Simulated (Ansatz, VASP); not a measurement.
**HgS (Metacinnabar) in two plane-wave programs**

Wanted: the spread between two codes on one cell, functional and k mesh.

Method: plane waves, with VASP 6.6.1 beside it; single point at LDA, in Ansatz 0.2.0.

### 1. Set-up

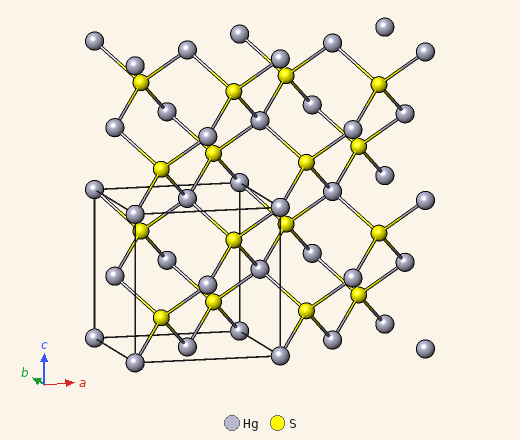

Start, viewed slightly off an axis; mercury light grey, sulfur yellow. 2×1×2 cells are drawn. This picture shows the conventional cell, with its axes. Bonds to atoms that aren't drawn are left out. Some periodic images of atoms are drawn too.

### 2. Ansatz: single point, LDA

Ansatz runs on its default PAW (the set named soft_2) files.

With cell and atoms fixed, the geometry can't cause a difference; cores, projectors, grids and the points listed under the comparison can.

input.yaml

```yaml
crystal:
  lattice:
    - [0.0, 2.92585, 2.92585]
    - [2.92585, 0.0, 2.92585]
    - [2.92585, 2.92585, 0.0]
  atoms:
    - { symbol: Hg, position: [0.0, 0.0, 0.0] }
    - { symbol: S, position: [0.75, 0.75, 0.75] }
hamiltonian:
  xc: lda
  pseudopotentials: { kind: paw }
kpoints:
  mp_grid: { grid: [7, 7, 7] }
scf:
  occupations: { method: gaussian, width: 0.01 }
  n_extra_bands: 4
output:
  forces: true
  stress: true
  eigenvalues: true
  write_density: true
  write_potential: true
  elf: true
  volumetric_format: npy
```

Started as:

```sh
> ansatz run input.yaml --threads 2 --pin off --max-ram 4608MiB --backend cpu --events-out ev --progress --plain --runs-dir out
```

Numbers of over 12 decimals in the logs are rounded to 6 here.

What it wrote:

```text
scf.n_extra_bands = 4 over 13 filled bands (N_el = 26.0): the run solves 17 bands
Engine: ansatz 0.2.0, aarch64-unknown-linux-gnu
Pseudopotentials: kind: paw
Pseudopotential: Hg, paw, valence charge 20, recommended cutoff 420 eV (normal), Hg.paw.azcp
Pseudopotential: S, paw, valence charge 6, recommended cutoff 420 eV (normal), S.paw.azcp
Functional definition: SPW92
  exchange = slater_x
  correlation = pw_c
Crystal: 2 atoms, lattice volume = 50.094 Å³
Basis set: ecut = 420 eV, 941 PW (Γ)
Bands: 17, of which v1, the nominal top of the filled ones, is band 13 counted from 1 (12 counted from 0)
Symmetry: 24 space group operations
Space group: F-43m (ITA 216), of the structure as read, at distance tolerance 3.7e-5 Å
k-points: 20 of 343 (time reversal used)
Non-local potential: Hg, projectors of the file, l = 0: 3, l = 1: 2, l = 2: 2, l = 3: 1
Non-local potential: S, projectors of the file, l = 0: 2, l = 1: 2, l = 2: 2
PAW form: soft (Blöchl's): semilocal exchange-correlation on the pseudo side does not see the compensation charge
PAW frozen core: Hg, regenerated for the run's functional, and the local potential with it (the file was generated under x = pbe(κ = 0.804, μ = 0.219515), c = pbe(β = 0.066725))
PAW frozen core: S, regenerated for the run's functional, and the local potential with it (the file was generated under x = pbe(κ = 0.804, μ = 0.219515), c = pbe(β = 0.066725))
PAW one-centre angular grid: Hg, 590 points (default); XC on 64 Gauss nodes
PAW one-centre angular grid: S, 110 points (default); XC on 64 Gauss nodes
Initial density: superposition of atomic densities (neutral atoms: chi_scale 0, normalization atom), corrected by the library's trained network
Initial wavefunctions: pseudopotential atomic-orbital guess
Functional: x = slater, c = lda
SCF iter   1: F=—  HF=-14392.305818 eV  |F-HF|=—  |Δ(HF+E_count)|=         —  Δρ=6.52e-3  dr2=2.47e-2  ethr=1.77e-3  ⟨swp⟩=6.0  Hψ=1785  notcnv=0
preconditioner: auto → none  [insulator: Δε(μ)=0.736 eV  Ē_g=11.314 eV  σ=0.010 eV  W_gap=0.66  n_scr=14 (ndim 8)  ℏωp=22.3 eV  f_vac=0.120  D(μ)=0.90/eV (n_scr^D=0)  ε∞_Penn≈4.9]
SCF iter   2: F=—  HF=-14392.299033 eV  |F-HF|=—  |Δ(HF+E_count)|=   6.78e-3  Δρ=2.54e-3  dr2=1.71e-3  ethr=9.49e-5  ⟨swp⟩=3.0  Hψ=724  notcnv=0
SCF iter   3: F=—  HF=-14392.298573 eV  |F-HF|=—  |Δ(HF+E_count)|=   4.61e-4  Δρ=1.18e-3  dr2=3.82e-4  ethr=6.58e-6  ⟨swp⟩=2.0  Hψ=600  notcnv=0
SCF iter   4: F=—  HF=-14392.298485 eV  |F-HF|=—  |Δ(HF+E_count)|=   8.76e-5  Δρ=3.30e-4  dr2=4.56e-5  ethr=1.47e-6  ⟨swp⟩=2.4  Hψ=510  notcnv=0
SCF iter   5: F=—  HF=-14392.298459 eV  |F-HF|=—  |Δ(HF+E_count)|=   2.63e-5  Δρ=2.71e-5  dr2=2.05e-7  ethr=1.75e-7  ⟨swp⟩=2.0  Hψ=500  notcnv=0
SCF iter   6: F=-14392.298459 eV  HF=-14392.298459 eV  |F-HF|=5.18e-9  |Δ(HF+E_count)|=   3.52e-8  Δρ=5.48e-6  dr2=8.86e-9  ethr=3.85e-10  ⟨swp⟩=8.7  Hψ=2244  notcnv=0
SCF 1 converged in 6 iterations: F = -14392.298459 eV  dr2 = 8.86e-9
  greatest PAW one-centre occupation: 1.000 electrons in one spin orbital (limit 2), on the Hg atom at site 0 (counted from 0), in its partial waves of l = 0
SCF converged after 6 iterations
Free energy (F): -14392.298459 eV
Harris-Foulkes:  -14392.298459 eV  (|F-HF|=5.18e-9)
Internal energy: -14392.298414 eV  (E = F + TS)
E sigma→0 (E₀):  -14392.298436 eV
Entropy (-TS):   -0.000045 eV (-0.022 meV/atom)
Fermi energy:    8.045071 eV
--- Per-component energies (eV) ---
  E_band       = -502.235819
  E_kinetic    = 709.753779
  E_local      = -3435.871147  (includes V_loc(G=0)·N_el)
  E_nonlocal   = 110.359770
  E_hartree    = 1456.762050
  E_xc         = -314.298469
  E_vxc        = -348.572010  (∫ρ·V_xc dr)
  E_paw        = -10223.397444  (= ΣΔE_a)
  E_vpaw       = -451.434898  (= ΣTr[D̂ρ^β])
  E_aug_tail   = 0.000875  (compensation charges beyond the density's cutoff)
  E_ewald      = -2696.337119
  E_core_change = 0.729290  (= ΣΔE_core)
  E_smearing   = -0.000045  (= −TS)
  E_closure    = -0.000000  (closes the sum)
  Σ components = -14392.298459   (vs F -14392.298459, Δ=0.00e0)
--- Forces (eV/Å), atoms counted from 1 ---
  atom   1  Hg    -0.00000000    -0.00000000     0.00000000
  atom   2  S      0.00000000     0.00000000    -0.00000000
  max |Σ_I F_I| component: 1.76e-16 eV/Å
--- Stress (GPa, compression-positive) ---
       -1.294584      -0.000000      -0.000000
        0.000000      -1.294584       0.000000
       -0.000000       0.000000      -1.294584
  P = ⅓ Tr σ = -1.2946 GPa (-12.946 kbar)
--- Band table (eV; the first three rows and the last of 20) ---
  k-point 0: bands = [... 9 lower, 1.8183, 7.3755, 8.0420, 8.0420, 8.0420, 13.8836, 13.8836, 13.8836]
  k-point 1: bands = [... 9 lower, 1.8151, 6.2513, 7.8438, 7.8438, 8.8231, 13.3975, 14.1469, 14.1469]
  k-point 2: bands = [... 9 lower, 1.8321, 4.5899, 7.4224, 7.4224, 9.3635, 13.5718, 14.5449, 14.5449]
  k-point 19: bands = [... 9 lower, 2.4583, 2.8931, 5.1019, 5.9373, 11.5742, 13.0115, 14.7537, 16.0252]
```

Run time: 2.3 s. Hardware: 2 threads of Arm Neoverse N1, shared host; peak memory 0.3 GiB.

The run ends at a pressure of -1.29 GPa.

### 3. VASP: single point, LDA

The same cell, functional (in two slightly different forms), mesh and smearing now go to VASP, with its own data sets and cutoff.

Lines of VASP's logs that name or quote its potential files are left out, and so is its time.

INCAR

```
SYSTEM = HgS
PREC = Accurate
ENCUT = 400
EDIFF = 1E-07
NELM = 100
ISMEAR = 0
SIGMA = 0.01
LREAL = .FALSE.
ALGO = Normal
GGA = CA
NBANDS = 15
LORBIT = 11
LWAVE = .FALSE.
LCHARG = .FALSE.
KPAR = 2
```

POSCAR

```
HgS
1.0
    0.0000000000      2.9258500000      2.9258500000
    2.9258500000      0.0000000000      2.9258500000
    2.9258500000      2.9258500000      0.0000000000
Hg S
1 1
Direct
    0.0000000000      0.0000000000      0.0000000000
    0.7500000000      0.7500000000      0.7500000000
```

KPOINTS

```
Automatic mesh
0
Gamma
7 7 7
0 0 0
```

The projector-augmented-wave data sets are Hg and S (PBE family, release 64).

Started as:

```sh
> mpirun -np 2 vasp_std
```

What it wrote:

```text
[banner, memory and clock lines left out]
running    2 mpi-ranks, on    1 nodes
 distrk:  each k-point on    1 cores,    2 groups
 distr:  one band on    1 cores,    1 groups

 POSCAR found type information on POSCAR HgS
 POSCAR found :  2 types and       2 ions
|                                                                             |
|               ----> ADVICE to this user running VASP <----                  |
|                                                                             |
|     You enforced a specific xc type in the INCAR file but a different       |
|     [... a line on the potential file left out ...]
|     I HOPE YOU KNOW WHAT YOU ARE DOING!                                     |
|                                                                             |

 LDA part: xc-table for (Slater(with rela. corr.)+CA(PZ))
 , standard interpolation
 POSCAR, INCAR and KPOINTS ok, starting setup
 FFT: planning ... GRIDC
 FFT: planning ... GRID_SOFT
 FFT: planning ... GRID
 WAVECAR not read
 entering main loop
       N       E                     dE             d eps       ncg     rms          rms(c)
DAV:   1     0.943748242305E+02    0.94375E+02   -0.77175E+03   632   0.883E+02
DAV:   2    -0.280266006773E+01   -0.97177E+02   -0.91577E+02   698   0.235E+02
DAV:   3    -0.646289321423E+01   -0.36602E+01   -0.36480E+01   761   0.471E+01
DAV:   4    -0.648655053564E+01   -0.23657E-01   -0.23654E-01   740   0.382E+00
DAV:   5    -0.648687311742E+01   -0.32258E-03   -0.32258E-03   796   0.425E-01    0.994E+00
DAV:   6    -0.602171158866E+01    0.46516E+00   -0.89998E-01   870   0.149E+01    0.756E+00
DAV:   7    -0.601186902832E+01    0.98426E-02   -0.16712E-01   705   0.312E+00    0.350E+00
DAV:   8    -0.600698140015E+01    0.48876E-02   -0.18569E-02   698   0.175E+00    0.227E-01
DAV:   9    -0.600644772471E+01    0.53368E-03   -0.17106E-03   740   0.659E-01    0.572E-02
DAV:  10    -0.600646287023E+01   -0.15146E-04   -0.19371E-04   768   0.111E-01    0.562E-02
DAV:  11    -0.600646285726E+01    0.12967E-07   -0.28754E-06   740   0.166E-02    0.368E-02
DAV:  12    -0.600646272361E+01    0.13365E-06   -0.37706E-06   748   0.253E-02    0.747E-03
DAV:  13    -0.600646277150E+01   -0.47887E-07   -0.48293E-07   656   0.569E-03
   1 F= -.60064628E+01 E0= -.60064403E+01  d E =-.449744E-04
```

From OUTCAR (step 3):

```text
ion  position               nearest neighbor table
   1  0.000  0.000  0.000-   2 2.53   2 2.53   2 2.53   2 2.53
   2  0.750  0.750  0.750-   1 2.53   1 2.53   1 2.53   1 2.53

  LATTYP: Found a face centered cubic cell.
 ALAT       =     5.8517000000

 Subroutine GETGRP returns: Found 24 space group operations
 (whereof 24 operations were pure point group operations)

The static configuration has the point symmetry T_d .

 Found     20 irreducible k-points:

   k-points           NKPTS =     20   k-points in BZ     NKDIM =     20   number of bands    NBANDS=     15

   dimension x,y,z NGX =    28 NGY =   28 NGZ =   28
   dimension x,y,z NGXF=    56 NGYF=   56 NGZF=   56

   ENCUT  =  400.0 eV  29.40 Ry    5.42 a.u.   6.75  6.75  6.75*2*pi/ulx,y,z

   NELECT =      18.0000    total number of electrons

 k-points in reciprocal lattice and weights: Automatic mesh
   0.00000000  0.00000000  0.00000000       0.003
   0.14285714  0.00000000  0.00000000       0.023
   0.28571429  0.00000000  0.00000000       0.023
   0.42857143  0.00000000  0.00000000       0.023
   0.14285714  0.14285714  0.00000000       0.017
   0.28571429  0.14285714  0.00000000       0.070
   0.42857143  0.14285714  0.00000000       0.070
  -0.42857143  0.14285714  0.00000000       0.070
  -0.28571429  0.14285714  0.00000000       0.070
[...]
-0.42857143  0.42857143  0.14285714       0.070
  -0.28571429  0.42857143  0.14285714       0.070

 average (electrostatic) potential at core
       1 -40.7383       2 -89.3920

 E-fermi :   1.8946

 k-point     1 :       0.0000    0.0000    0.0000
  band No.  band energies     occupation
    ...
      6      -4.3429      2.00000
      7       1.2489      2.00000
      8       1.8915      1.33334
      9       1.8915      1.33334
     10       1.8915      1.33332
     11       7.7704      0.00000
     12       7.7704      0.00000
     13       7.7704      0.00000
     14      11.4875      0.00000
     15      13.4798      0.00000

 k-point     2 :       0.1429    0.0000    0.0000
  band No.  band energies     occupation
    ...
      5      -4.3462      2.00000
      6      -4.3462      2.00000
      7       0.1057      2.00000
      8       1.6917      2.00000
      9       1.6917      2.00000
     10       2.6887      0.00000
     11       7.2828      0.00000
     12       8.0373      0.00000
     13       8.0373      0.00000
     14      12.5613      0.00000
    ...

 k-point     3 :       0.2857    0.0000    0.0000
  band No.  band energies     occupation
    ...
      5      -4.3291      2.00000
      6      -4.3291      2.00000
      7      -1.5657      2.00000
      8       1.2676      2.00000
      9       1.2676      2.00000
     10       3.2317      0.00000
     11       7.4593      0.00000
     12       8.4355      0.00000
     13       8.4355      0.00000
     14      12.0874      0.00000
    ...

  Total       -0.1719635     -0.1719635     -0.1719635     -0.0000000      0.0000000     -0.0000000
  in kB       -5.4999747     -5.4999747     -5.4999747     -0.0000000      0.0000000     -0.0000000
  external PRESSURE =      -5.4999747 kB  Pullay stress =       0.0000000 kB

  energy-cutoff  :      400.00
  volume of cell :       50.09
      direct lattice vectors                 reciprocal lattice vectors
     0.000000000  2.925850000  2.925850000    -0.170890510  0.170890510  0.170890510
     2.925850000  0.000000000  2.925850000     0.170890510 -0.170890510  0.170890510
     2.925850000  2.925850000  0.000000000     0.170890510  0.170890510 -0.170890510

 POSITION                                       TOTAL-FORCE (eV/Angst)
 -----------------------------------------------------------------------------------
      0.00000      0.00000      0.00000        -0.000000     -0.000000     -0.000000
      4.38877      4.38877      4.38877         0.000000      0.000000      0.000000
 -----------------------------------------------------------------------------------
    total drift:                                0.000000      0.000000      0.000000

  FREE ENERGIE OF THE ION-ELECTRON SYSTEM (eV)
  ---------------------------------------------------
  free  energy   TOTEN  =        -6.0064627715 eV

  energy  without entropy=       -6.0064177971  energy(sigma->0) =       -6.00644028

 total charge
# of ion       s       p       d       tot
------------------------------------------
    1        0.688   0.434   9.398  10.520
    2        1.334   2.283   0.000   3.616
--------------------------------------------------
tot          2.022   2.717   9.398  14.136

[... 3 further parts left out ...]
```

The run ends at a pressure of -0.55 GPa.

### 4. Side by side

Known differences besides the PAW data sets themselves: the two LDA forms differ slightly; the data sets hold 26 valence electrons in Ansatz (default PAW (the set named soft_2) files) and 18 in VASP; the cutoff is 420 eV in Ansatz and 400 eV in VASP; Ansatz makes its cores anew for this functional, VASP keeps those of its PBE data sets. Total energies have different zeros and are not compared.

Both answers:

| quantity | Ansatz | VASP | difference |
| --- | --- | --- | --- |
| pressure (GPa) | -1.29 | -0.55 | -0.74 |

### 5. What came out

| Quantity | Value |
| --- | --- |
| difference in pressure (single point, LDA) | -0.74 GPa |

The difference in pressure is -0.74 GPa (single point, LDA), within the 1 GPa picked in this series as the mark of a large difference. Differences of this kind measure data sets and numerical settings, not the functional's error against experiment.

[Lines on the potential files, build, host, timing and source positions are cut from VASP's logs without a mark.]

[Logs are printed without paths, hosts, clocks, repeated set-up lines and the standing remarks that a program may print on its own settings, such as how far it seeks lower states.]

[Hosts, paths, dates, database ids (printed as entryN), source tags and the programs' standing remarks are cut or masked in the printed files.]
